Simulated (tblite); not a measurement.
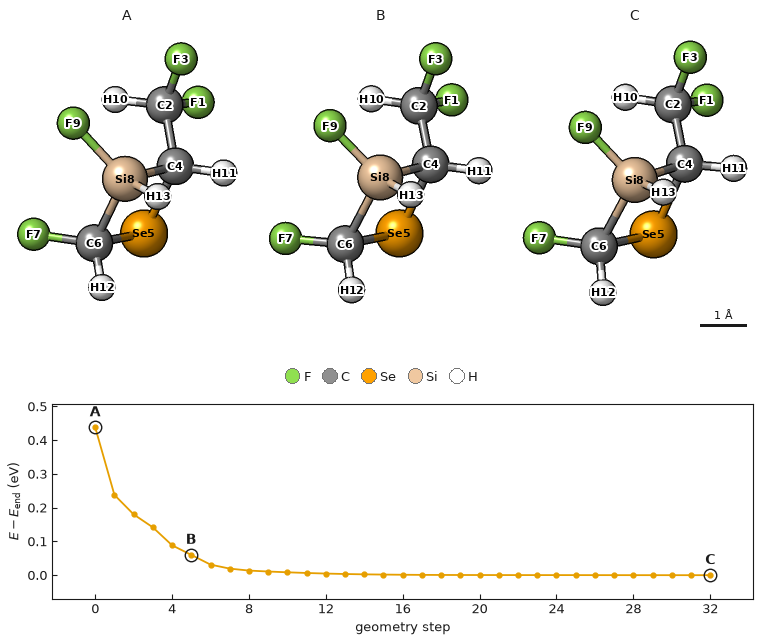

Frames of a relaxation of C$_{3}$H$_{4}$F$_{4}$SeSi, marked on the history of the run. Style: ball-and-stick. Shown from a free direction.

The calculation used GFN2-xTB geometry optimisation, gas phase (tblite 0.8.0). 

What happens along the run?

The atom that moves furthest after the best rigid fit is H12 (0.20 Å). By element the largest moves are H 0.20 Å, F 0.14 Å, C 0.11 Å, Si 0.07 Å, Se 0.06 Å. Among the contacts that change: C6–Si8 1.850 → 1.932 Å, Si8–F9 1.683 → 1.600 Å, Se5–C6 1.949 → 2.009 Å, C4–Si8 1.871 → 1.915 Å. Bond angles that change, for instance: Si8–C6–H12 112.4° → 119.5°, F9–Si8–H13 115.7° → 108.8°, C4–Si8–H13 113.6° → 119.1°. After 32 geometry steps the energy has fallen by 0.438 eV. From step 0 to 5: H12 moves most (0.12 Å), energy −0.378 eV. From step 5 to 32: H13 moves most (0.10 Å), energy −0.060 eV.

```csv
step,"E − E(0), eV"
0,0.0000
1,-0.2002
2,-0.2579
3,-0.2963
4,-0.3494
5,-0.3779
6,-0.4067
7,-0.4186
8,-0.4243
9,-0.4271
10,-0.4295
11,-0.4315
12,-0.4332
13,-0.4345
15,-0.4362
16,-0.4368
17,-0.4371
18,-0.4374
19,-0.4375
20,-0.4376
22,-0.4377
23,-0.4377
24,-0.4378
25,-0.4378
26,-0.4379
27,-0.4379
29,-0.4380
30,-0.4380
31,-0.4380
32,-0.4380
```
